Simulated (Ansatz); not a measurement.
## Molecular dynamics of GaN2H4Cl (part 1 of 2)

GaN2H4Cl, computed with RKS BLYP/6-31G* (Ansatz 0.2.0).

The geometry comes from this level: PBE0-D4/def2-TZVP. Figures and captions count atoms from 1; the log counts them from 0 in places.

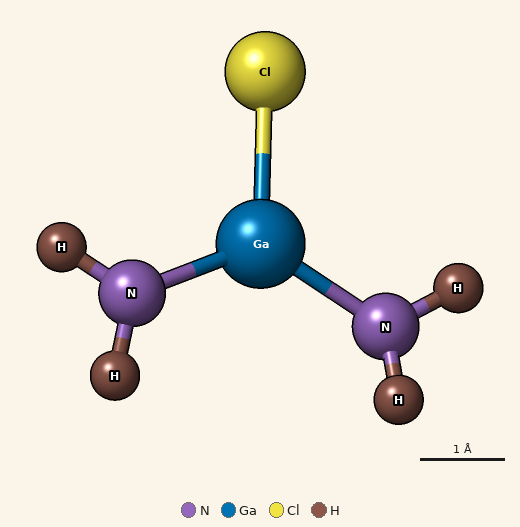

*The starting structure (ball-and-stick view, seen at a tilt). Sticks mark near contacts.*

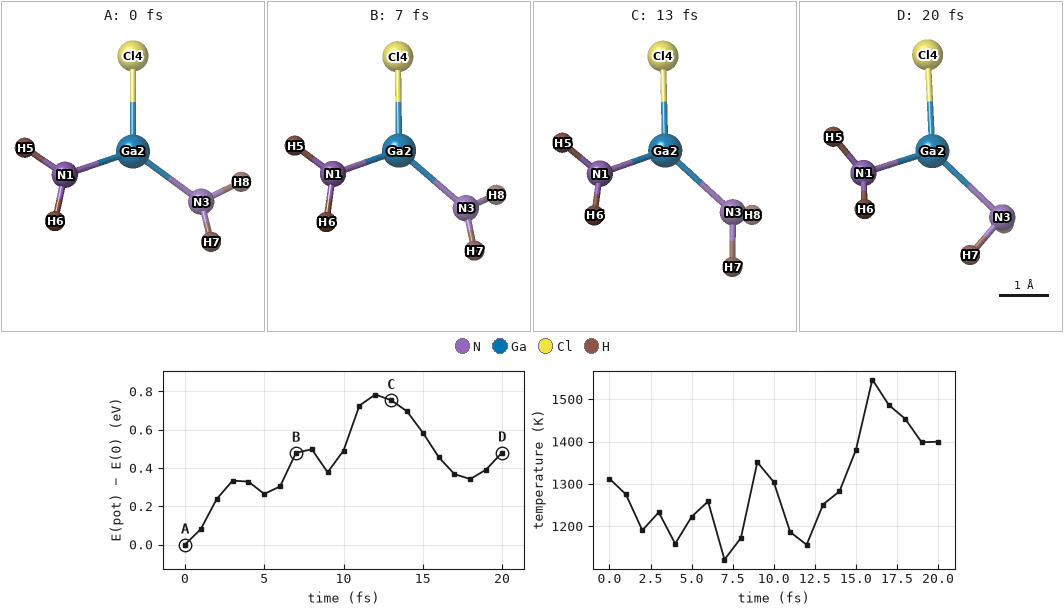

*Frames of the molecular dynamics (ball-and-stick, seen at a tilt) above the curves, on which the letters mark them.*

The trajectory kept here has 21 frames over 20 fs. The temperature starts at 1312 K, ranges from 1121 to 1547 K and averages 1350 K over the second half. The potential energy ends 0.481 eV above its first value. After an unweighted best fit of the last frame on the first, the root-mean-square displacement is 0.38 Å.

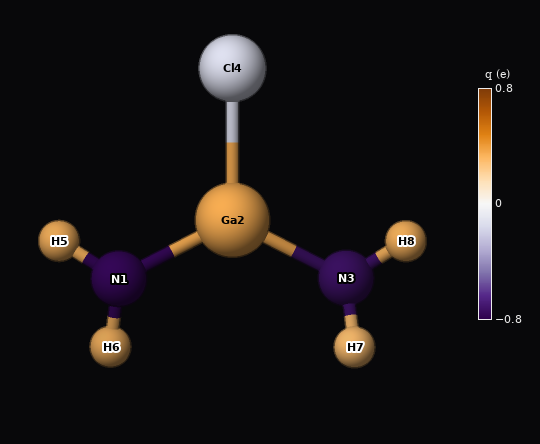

*Mulliken charges, as the colour of each atom (ball-and-stick view, seen on its broad side; atoms are numbered from 1 in the order of the input).*

By element: N −0.76 to −0.72, Ga +0.36, Cl −0.14 and H +0.30 to +0.33 e.

The input and output of the run follow.

## Input file
```yaml
crystal:
  periodic: [false, false, false]
  atoms:
    - {symbol: N, position_ang: [-0.433986, 1.564000, -0.293304]}
    - {symbol: Ga, position_ang: [-0.264647, -0.235581, -0.294279]}
    - {symbol: N, position_ang: [0.851561, -1.192297, 0.757330]}
    - {symbol: Cl, position_ang: [-1.496965, -1.332579, -1.664366]}
    - {symbol: H, position_ang: [-1.220641, 1.991639, -0.752208]}
    - {symbol: H, position_ang: [-0.094676, 2.128623, 0.466996]}
    - {symbol: H, position_ang: [1.626453, -0.765135, 1.235929]}
    - {symbol: H, position_ang: [1.032901, -2.158660, 0.543902]}
basis:
  gaussian: {orbitals: "6-31G*"}
hamiltonian: {xc: {name: BLYP}}
md: {timestep: 1 fs, n_steps: 20, ensemble: nvt_langevin, temperature: 1500, initial_velocities: maxwell_boltzmann, friction: 0.01, seed: 173}
```

Command:
```bash
ansatz run in.yaml --threads 4 --pin off --events-out ev --progress --plain --max-ram 10444MiB
```

## The program's output
```
Functional definition: BLYP
  name "BLYP"
  cite "Becke, Phys. Rev. A 38, 3098 (1988) doi:10.1103/PhysRevA.38.3098"
  cite "Lee, Yang & Parr, Phys. Rev. B 37, 785 (1988) doi:10.1103/PhysRevB.37.785"
  parameter beta = 0.0042
  parameter a = 0.04918
  parameter b = 0.132
  parameter c = 0.2533
  parameter d = 0.349
  exchange = b88_x(beta = beta)
  correlation = lyp_c(a = a, b = b, c = c, d = d)
1159 factors; their error is unknown
mean field evaluation 1: about -67922.2831 eV, gradient 9.9e1 eV
mean field evaluation 2: about -67829.9140 eV, gradient 1.9e2 eV
mean field evaluation 4: about -67939.7589 eV, gradient 2.0e1 eV
mean field evaluation 8: about -67940.8512 eV, gradient 1.2e-1 eV
mean field evaluation 16: about -67940.8208 eV, gradient 1.7e-3 eV
mean field -67940.82077890 eV, -2496.7791116822 hartree, gradient 3.8e-5 eV, S^2 0.000000; 0 other end points of the search recorded, 0 dependent functions left out
the calculation of the forces begins
reference -67940.82111618 eV, -2496.7791240770 hartree; 33, 33 occupied and 59, 59 virtual orbitals, 1159 factors
md step     0: t =     0.00 fs  T =  1312.5 K  F+E_penalty+E_count = -67940.82077890 eV  E_kin = 1.357230 eV  (29 SCF iters)
these checks for a lower state are left out or cut short: starts, cluster_reference, orbital_swaps, neighbouring_geometries, increment
1159 factors; their error is unknown
mean field -67940.73960609 eV, -2496.7761286363 hartree, gradient 8.5e-6 eV, S^2 0.000000; 0 other end points of the search recorded, 0 dependent functions left out
[... from here on the field's lines of each further geometry are left out, up to the last ...]
md step     1: t =     1.00 fs  T =  1275.5 K  F+E_penalty+E_count = -67940.73960609 eV  E_kin = 1.318959 eV  (31 SCF iters)
md step     2: t =     2.00 fs  T =  1190.5 K  F+E_penalty+E_count = -67940.58292799 eV  E_kin = 1.231065 eV  (31 SCF iters)
md step     3: t =     3.00 fs  T =  1233.1 K  F+E_penalty+E_count = -67940.48695911 eV  E_kin = 1.275091 eV  (31 SCF iters)
md step     4: t =     4.00 fs  T =  1158.9 K  F+E_penalty+E_count = -67940.49156086 eV  E_kin = 1.198398 eV  (30 SCF iters)
md step     5: t =     5.00 fs  T =  1222.5 K  F+E_penalty+E_count = -67940.55629489 eV  E_kin = 1.264122 eV  (30 SCF iters)
md step     6: t =     6.00 fs  T =  1258.8 K  F+E_penalty+E_count = -67940.51673598 eV  E_kin = 1.301722 eV  (31 SCF iters)
md step     7: t =     7.00 fs  T =  1121.4 K  F+E_penalty+E_count = -67940.34116451 eV  E_kin = 1.159585 eV  (31 SCF iters)
md step     8: t =     8.00 fs  T =  1172.4 K  F+E_penalty+E_count = -67940.32276245 eV  E_kin = 1.212305 eV  (31 SCF iters)
md step     9: t =     9.00 fs  T =  1351.5 K  F+E_penalty+E_count = -67940.44308020 eV  E_kin = 1.397550 eV  (30 SCF iters)
md step    10: t =    10.00 fs  T =  1304.4 K  F+E_penalty+E_count = -67940.32982761 eV  E_kin = 1.348898 eV  (31 SCF iters)
md step    11: t =    11.00 fs  T =  1186.4 K  F+E_penalty+E_count = -67940.09478276 eV  E_kin = 1.226854 eV  (31 SCF iters)
md step    12: t =    12.00 fs  T =  1156.4 K  F+E_penalty+E_count = -67940.03651308 eV  E_kin = 1.195761 eV  (31 SCF iters)
md step    13: t =    13.00 fs  T =  1251.4 K  F+E_penalty+E_count = -67940.06608654 eV  E_kin = 1.294096 eV  (31 SCF iters)
md step    14: t =    14.00 fs  T =  1282.6 K  F+E_penalty+E_count = -67940.12403178 eV  E_kin = 1.326336 eV  (32 SCF iters)
md step    15: t =    15.00 fs  T =  1380.4 K  F+E_penalty+E_count = -67940.23543755 eV  E_kin = 1.427426 eV  (31 SCF iters)
md step    16: t =    16.00 fs  T =  1546.7 K  F+E_penalty+E_count = -67940.36315696 eV  E_kin = 1.599406 eV  (31 SCF iters)
md step    17: t =    17.00 fs  T =  1486.6 K  F+E_penalty+E_count = -67940.45285249 eV  E_kin = 1.537237 eV  (31 SCF iters)
md step    18: t =    18.00 fs  T =  1453.7 K  F+E_penalty+E_count = -67940.47833954 eV  E_kin = 1.503193 eV  (30 SCF iters)
md step    19: t =    19.00 fs  T =  1398.4 K  F+E_penalty+E_count = -67940.42851823 eV  E_kin = 1.446043 eV  (31 SCF iters)
the calculation of the forces begins
reference -67940.34005035 eV, -2496.7614452339 hartree; 33, 33 occupied and 59, 59 virtual orbitals, 1159 factors
1159 factors; their error is unknown
mean field evaluation 192: about -67940.3397 eV, gradient 4.0e-2 eV
mean field -67940.33971047 eV, -2496.7614327435 hartree, gradient 2.6e-5 eV, S^2 0.000000; 1 other end points of the search recorded, 0 dependent functions left out
the calculation of the forces begins
reference -67940.34005035 eV, -2496.7614452339 hartree; 33, 33 occupied and 59, 59 virtual orbitals, 1159 factors
md step    20: t =    20.00 fs  T =  1399.8 K  F+E_penalty+E_count = -67940.33971047 eV  E_kin = 1.447523 eV  (30 SCF iters)
Total energy: -67940.34005035 eV, -2496.7614452339 hartree
Atom 0 at    -0.446016     1.489201    -0.290028 Å, force    -2.326509    -1.174537    -1.514161 eV/Å
Atom 1 at    -0.290745    -0.312205    -0.252673 Å, force     1.668279    -0.408122     1.052724 eV/Å
Atom 2 at     1.081980    -1.014152     1.033130 Å, force    -0.669172     2.535402    -1.233584 eV/Å
Atom 3 at    -1.450845    -1.262175    -1.759581 Å, force    -0.534147    -0.673026    -0.573446 eV/Å
Atom 4 at    -0.912946     1.901294    -1.102066 Å, force     0.124258     0.150222     0.185686 eV/Å
Atom 5 at     0.205130     2.057492     0.128312 Å, force     2.038445     1.975518     1.255123 eV/Å
Atom 6 at     1.072620    -0.106876     1.604524 Å, force     0.376117    -1.060541    -0.323043 eV/Å
Atom 7 at     0.483722    -1.601610     1.572888 Å, force    -0.677270    -1.344916     1.150702 eV/Å
Dipole moment:    -0.002464     0.423762     0.338830 e Å
```

## Trajectory as extended XYZ (Å, eV, eV/Å), 21 frames, from step=0 to step=20
```
8
Properties=species:S:1:pos:R:3:forces:R:3 step=0 time_fs=0.0 energy=-67940.82078 temperature=1312.5
N    -0.4340    1.5640   -0.2933    0.2553   0.1535  -0.2337
Ga   -0.2646   -0.2356   -0.2943    0.0725   0.0646   0.0807
N     0.8516   -1.1923    0.7573   -0.1678  -0.0758   0.3304
Cl   -1.4970   -1.3326   -1.6644   -0.4511  -0.4016  -0.5015
H    -1.2206    1.9916   -0.7522   -0.4921   0.2268  -0.2682
H    -0.0947    2.1286    0.4670    0.1952   0.3161   0.4974
H     1.6265   -0.7651    1.2359    0.4846   0.2891   0.2586
H     1.0329   -2.1587    0.5439    0.1034  -0.5726  -0.1637
8
Properties=species:S:1:pos:R:3:forces:R:3 step=1 time_fs=1.0 energy=-67940.73961 temperature=1275.5
N    -0.4352    1.5581   -0.2933   -0.4481  -0.0666  -1.0561
Ga   -0.2672   -0.2395   -0.2972    0.2247   0.1253   0.2244
N     0.8587   -1.1738    0.7659    1.5672   0.9298   1.4639
Cl   -1.4941   -1.3301   -1.6656   -0.4979  -0.4792  -0.5566
H    -1.2221    1.9884   -0.7791    0.0470   0.0575   0.1174
H    -0.0750    2.1053    0.4518    0.3437   0.7818   0.9322
H     1.6647   -0.7298    1.3199   -1.4640  -0.8609  -1.1028
H     0.9889   -2.1590    0.5990    0.2273  -0.4879  -0.0225
8
Properties=species:S:1:pos:R:3:forces:R:3 step=2 time_fs=2.0 energy=-67940.58293 temperature=1190.5
N    -0.4361    1.5497   -0.2941   -0.9501   0.2204  -1.3732
Ga   -0.2703   -0.2433   -0.3001    0.3908   0.1151   0.3903
N     0.8664   -1.1540    0.7760    2.3013   0.6295   1.9009
Cl   -1.4908   -1.3269   -1.6673   -0.5518  -0.5610  -0.6194
H    -1.2225    1.9856   -0.8111    0.6179  -0.1379   0.5497
H    -0.0492    2.0931    0.4423    0.2507   0.8255   0.8050
H     1.6872   -0.7024    1.3896   -2.3044  -1.3542  -1.8250
H     0.9494   -2.1685    0.6543    0.2455   0.2625   0.1716
8
Properties=species:S:1:pos:R:3:forces:R:3 step=3 time_fs=3.0 energy=-67940.48696 temperature=1233.1
N    -0.4380    1.5384   -0.2954   -1.0169   0.7157  -1.2087
Ga   -0.2733   -0.2471   -0.3028    0.5734   0.0226   0.5801
N     0.8754   -1.1329    0.7884    2.3242  -0.4676   1.8823
Cl   -1.4876   -1.3225   -1.6692   -0.6065  -0.6461  -0.6861
H    -1.2116    1.9835   -0.8401    0.8674  -0.2197   0.7692
H    -0.0254    2.0878    0.4358    0.0385   0.6144   0.4057
H     1.6870   -0.6933    1.4398   -2.4435  -1.3915  -2.0368
H     0.9092   -2.1846    0.7097    0.2634   1.3723   0.2944
8
Properties=species:S:1:pos:R:3:forces:R:3 step=4 time_fs=4.0 energy=-67940.49156 temperature=1158.9
N    -0.4402    1.5255   -0.2980   -0.5549   1.3488  -0.4940
Ga   -0.2761   -0.2508   -0.3048    0.7831  -0.1432   0.8007
N     0.8863   -1.1137    0.8024    1.7363  -1.4785   1.5113
Cl   -1.4838   -1.3174   -1.6717   -0.6601  -0.7309  -0.7534
H    -1.1879    1.9817   -0.8607    0.7479  -0.1352   0.7086
H     0.0034    2.0883    0.4323   -0.3342   0.1430  -0.2612
H     1.6627   -0.7019    1.4726   -2.0609  -1.1003  -1.8081
H     0.8685   -2.1916    0.7628    0.3428   2.0963   0.2960
8
Properties=species:S:1:pos:R:3:forces:R:3 step=5 time_fs=5.0 energy=-67940.55630 temperature=1222.5
N    -0.4406    1.5121   -0.3004    0.1493   2.0481   0.4408
Ga   -0.2783   -0.2541   -0.3062    1.0037  -0.3701   1.0343
N     0.8987   -1.0967    0.8168    0.4310  -2.2203   0.5099
Cl   -1.4800   -1.3126   -1.6748   -0.7009  -0.8007  -0.8079
H    -1.1586    1.9818   -0.8701    0.4284   0.0328   0.4527
H     0.0303    2.0953    0.4338   -0.7533  -0.4491  -0.9581
H     1.6178   -0.7232    1.4852   -0.9706  -0.3883  -0.8769
H     0.8303   -2.1759    0.8181    0.4124   2.1477   0.2052
```
